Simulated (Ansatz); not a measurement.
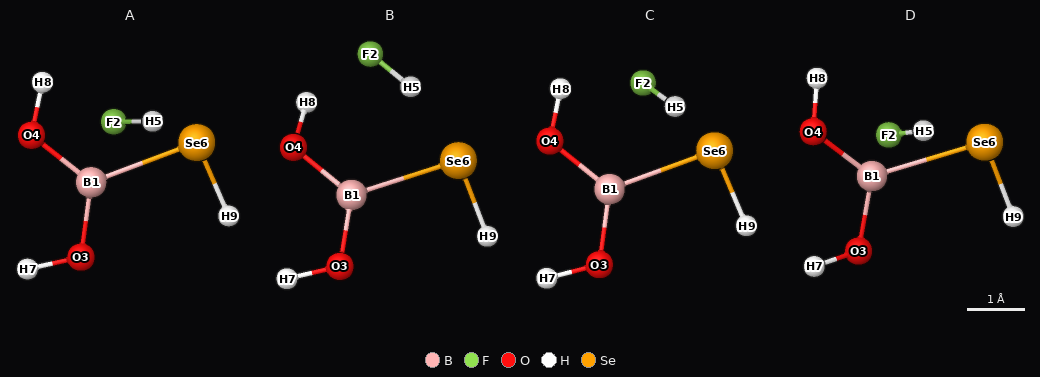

4 geometries from one relaxation of BH4SeO2F (started from a transition state, displaced along its imaginary mode), in shuffled order. Style: ball-and-stick. Shown at a tilt.

Method: Ansatz 0.2.0, RKS PBE0-D4/def2-TZVP. Set-up: force threshold 0.005 eV/Å; at most 200 steps.

Put them in the order of the run, from the start to the converged end.

D, A, C, B. They are steps 0, 5, 17, 32, at +3.902 eV, +0.116 eV, +0.065 eV relative to the last. The energy falls by 3.902 eV in 27 accepted moves (32 points after the start). Largest force component: 31 eV/Å at the start, 0.0018 eV/Å at the end. The line search rejected the trial steps at points 9, 11, 21, 25, 30 of the run. The largest move after the best rigid fit is that of F2, 1.43 Å. By element the largest moves are F 1.43 Å, O 0.96 Å, H 0.93 Å, B 0.40 Å, Se 0.40 Å. Among the contacts that change: B1–F2 2.028 → 3.291 Å, F2–Se6 2.700 → 3.107 Å, F2–H5 0.698 → 0.942 Å, H5–Se6 2.087 → 2.310 Å. Among the angles between lasting bonds that change: B1–O4–H8 118.1° → 115.2°, O3–B1–O4 118.9° → 121.7°, B1–Se6–H9 92.2° → 94.2°. Groups turn about B1–O3 by about 30°, B1–Se6 by about 30°. Cost: 73 s on 8 threads of Oxide Virtual Turin-like (shared host).
